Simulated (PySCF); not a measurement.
**C₅H₁₀O (SMILES CCCCC=O): density, localisation and related maps**

Input file:

```
{"job": {"kind": "nmr", "xc": "PBE0", "basis": "pcSseg-1"}, "charge": 0, "multiplicity": 1}
C     -2.380080     0.280036    -0.206234
C     -1.125472    -0.301359     0.425041
C      0.155812     0.196945    -0.227317
C      1.414491    -0.380987     0.390168
C      2.690905     0.127645    -0.214953
O      2.751956     0.941187    -1.097538
H     -2.387830     1.379618    -0.136749
H     -3.292248    -0.091610     0.284367
H     -2.445592     0.019382    -1.274741
H     -1.104883    -0.057519     1.502390
H     -1.159317    -1.404294     0.370612
H      0.145640    -0.036971    -1.305504
H      0.203476     1.297678    -0.173506
H      1.469352    -0.174081     1.476629
H      1.436468    -1.485574     0.322979
H      3.627323    -0.310100     0.223403
```

Run with:

```sh
OMP_NUM_THREADS=1 python probes_run.py task.json out
```

Geometry: PBE0-D3(BJ)/def2-SVP.

Method: PBE0/pcSseg-1, SCF density, gas phase, non-relativistic in PySCF.

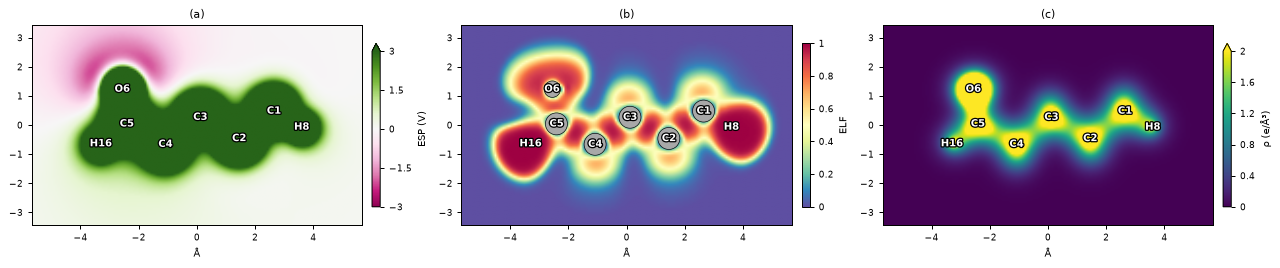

Figure 1. (a) molecular electrostatic potential; (b) electron localisation function; (c) total electron density on the plane of atoms C3, C4 and C5. Grey discs cover the atomic cores in the ELF map.

**Read the bonding off the picture.**

- The plane passes through C, O and H nuclei.
- C–O (1.20 Å): ρ at the midpoint is about 3.3 e/Å³; the ELF peaks at about 0.85 between the atoms (a multiple bond).
- C–C (1.50 Å): ρ is about 1.8 e/Å³ halfway; the ELF peaks at about 0.95 between the atoms; a covalent bond.
- C–H (1.10 Å): ρ at the midpoint is about 1.9 e/Å³; the ELF climbs to about 1 towards the hydrogen, as it does in any bond to H; a covalent bond by its length.
- The ELF also peaks beside O6, away from the bonds: lone-pair regions.
- Outside the dense part of the molecule the potential is most negative (−2.1 V) near O6.

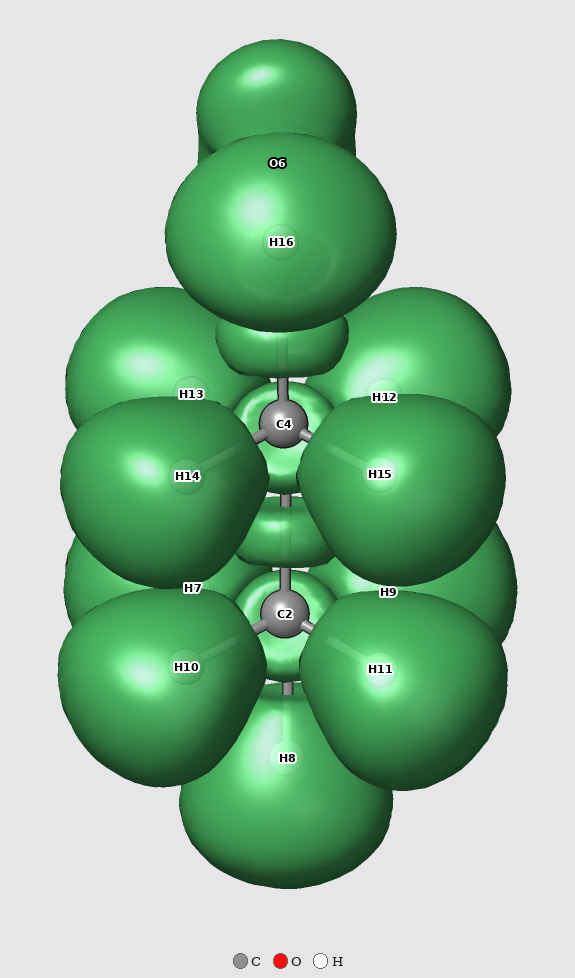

Figure 2. Isosurface of the ELF at 0.75 (green), seen at an oblique angle. Only the valence region is drawn (cores and ρ < 0.01 e/Å³ removed).

**Identify the bonds, lone pairs and shells in this picture.**

The surface consists of four regions between bonded C–C atoms (shared pairs), ten regions around hydrogen nuclei and one region on O in which the atom's valence shell and bonds are merged.

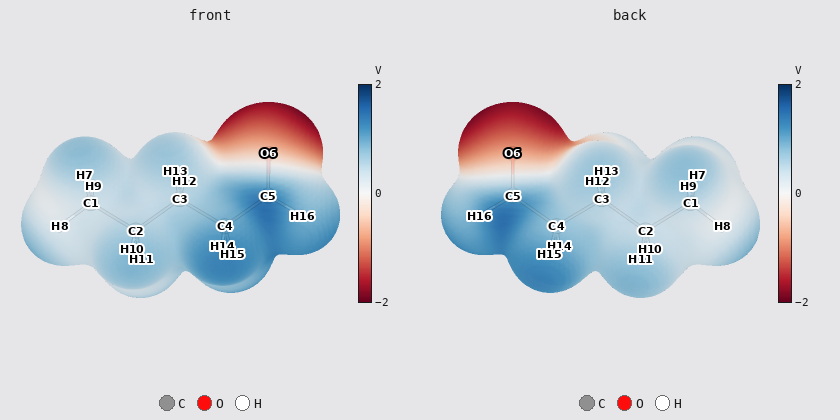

Figure 3. The molecular electrostatic potential painted on the density surface at 0.004 e/bohr³, seen from the front and from behind; red is negative and blue positive.

**Where is the surface potential most negative and most positive?**

The most negative region (about −1.9 V) lies over O6, the most positive (about +1.5 V) over the π face of C5. O6 is the likeliest acceptor of a hydrogen bond.

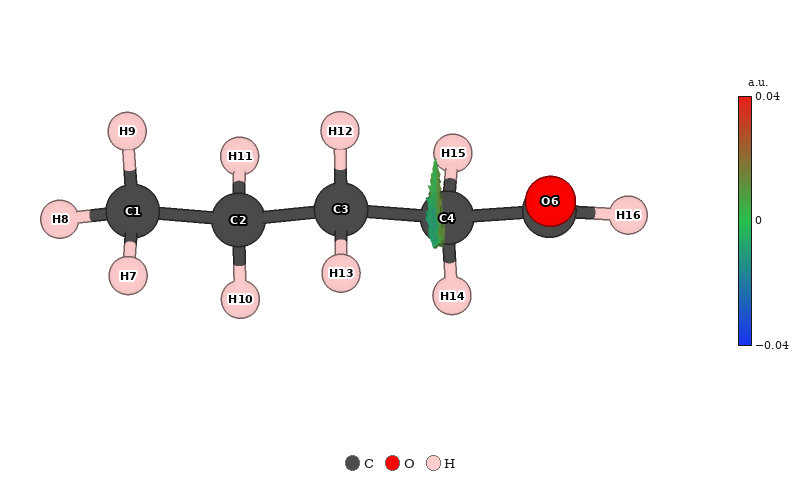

Figure 4. Non-covalent interaction (NCI) plot: the surface where the reduced density gradient is 0.5, for densities under 0.05 a.u., coloured by sign(λ₂)ρ; seen from one side.

**Which non-covalent interactions does the plot reveal?**

Between C3 and H13 on one side and O6 and C5 on the other: a weak contact (green).
